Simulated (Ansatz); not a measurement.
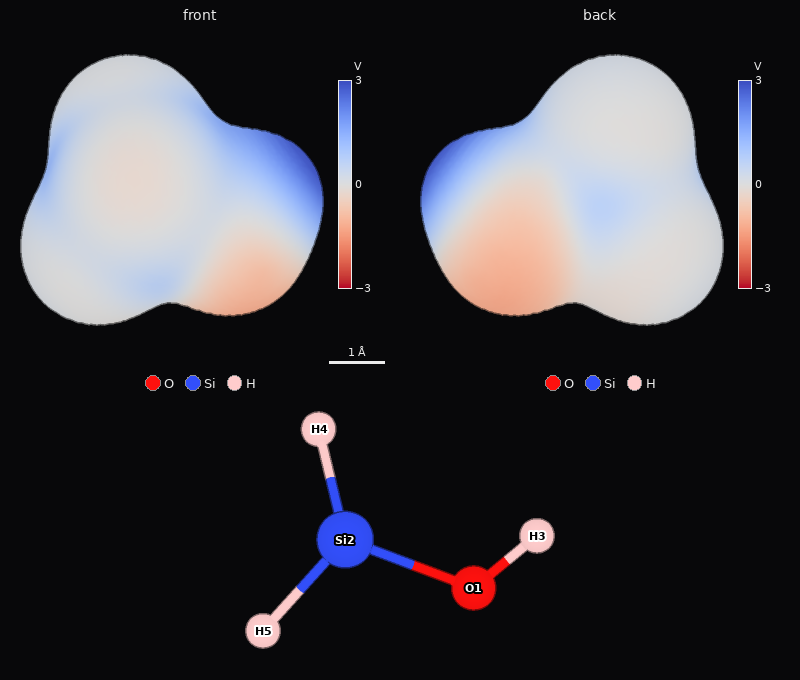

Figure. H3OSi (SMILES O[SiH2]) (doublet). The molecular electrostatic potential painted on the density surface at 0.002 e/bohr³, seen from the front and from behind; red is negative and blue positive. The bare structure is drawn below in the same view.

Geometry: PBE0-D4/def2-TZVP.

These are results of UKS PBE0-D4/def2-TZVPP in Ansatz 0.2.0, not measurements.

The calculation's input:

```
crystal:
  periodic: [false, false, false]
  atoms:
    - {symbol: O, position_ang: [0.617759, -0.446062, 0.826694]}
    - {symbol: Si, position_ang: [0.061966, 0.333479, -0.519970]}
    - {symbol: H, position_ang: [0.670644, -1.402424, 0.790256]}
    - {symbol: H, position_ang: [-1.242495, -0.240575, -0.978797]}
    - {symbol: H, position_ang: [-0.107874, 1.755572, -0.118183]}
basis:
  gaussian: {orbitals: def2-TZVPP}
magnetization: {spin_polarized: true, initial_magnetization: 1}
hamiltonian: {xc: pbe0, dispersion: d4}
output: {orbitals: {seedname: orbitals}}
```

Command:

```sh
ansatz run in.yaml --threads 2 --pin off --events-out ev --progress --plain --max-ram 32768MiB --backend cpu
```

> Describe the electrostatic potential map.

The most negative region (about −1.2 V) lies over O1, the most positive (about +2.8 V) over H3. O1 is the likeliest acceptor of a hydrogen bond.
